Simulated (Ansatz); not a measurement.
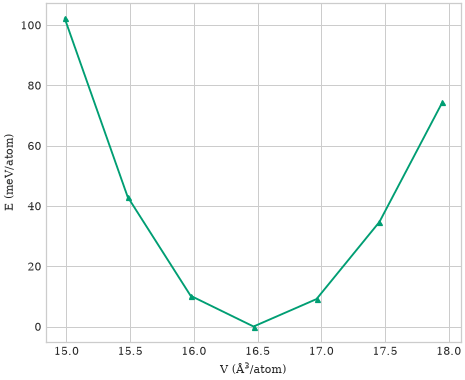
Fig. 1. Ta5Ge3 in space group I4/mcm (No. 140; Ta on 16k, Ta on 4b, Ge on 8h, Ge on 4a) under volume change, r²SCAN (plane waves, PAW; program Ansatz), shape and atoms relaxed at each volume.

What does a third-order Birch–Murnaghan fit give for V₀, B₀ and B′?

V₀ = 16.47 Å³/atom, B₀ = 208 GPa, B′ = 4.2.

The first step of the workflow began from a Materials Project structure, measured or hypothetical; the Crystallography Open Database copy checked does not list it. Whether it is the stable phase at ambient conditions was not checked. The cell was relaxed with r²SCAN under the symmetry of its start; whether a distortion lowers the energy is not shown. No spin polarisation was allowed. Scalar-relativistic: spin–orbit coupling is off unless named, which matters more the heavier the elements.

Potentials: the later of the program's two PAW sets.
